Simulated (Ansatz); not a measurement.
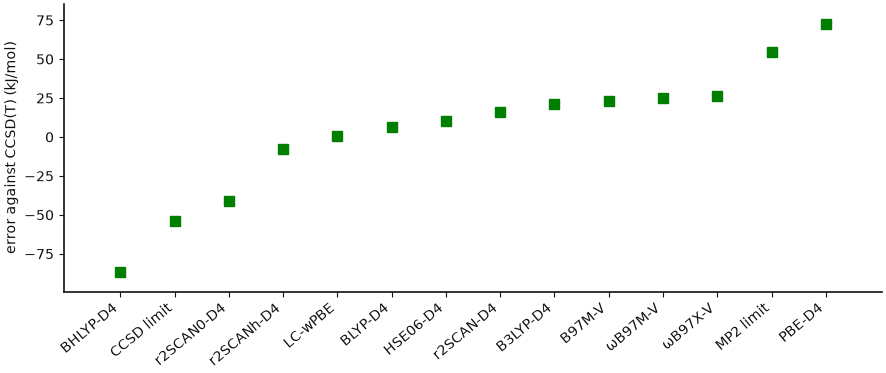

Error in the electronic atomisation energy (method less reference, so positive means overbinding) of CH₇BFNSi, SMILES C[SiH2]B(N)F: functionals in def2-TZVPP against frozen-core CCSD(T) at the limit (MP2 extrapolated from triple and quadruple zeta, plus CCSD(T) less MP2 in a smaller set), which gives 4470.4 kJ/mol, at a PBE0-D4/def2-TZVP geometry (a minimum by its frequencies), no zero-point or spin-orbit term, the Ansatz code 0.2.0. The reference leaves out core correlation, a term that grows with the number of heavy atoms. No dispersion term is added to LC-wPBE. Limit means the basis limit.

Question: Which of these levels overbind, and which underbind?

Answer: Overbind: ωB97M-V, ωB97X-V, MP2 limit and PBE-D4. Underbind: BHLYP-D4, CCSD limit and r2SCAN0-D4. Within 25 kJ/mol of zero, too close to call in view of what the reference leaves out: r2SCANh-D4, LC-wPBE, BLYP-D4, HSE06-D4, r2SCAN-D4, B3LYP-D4 and B97M-V.

Question: What range do the values span?

Answer: From −86.5 kJ/mol (BHLYP-D4) to 72.7 kJ/mol (PBE-D4).

Limits of at least one run: one conformer of a flexible molecule.
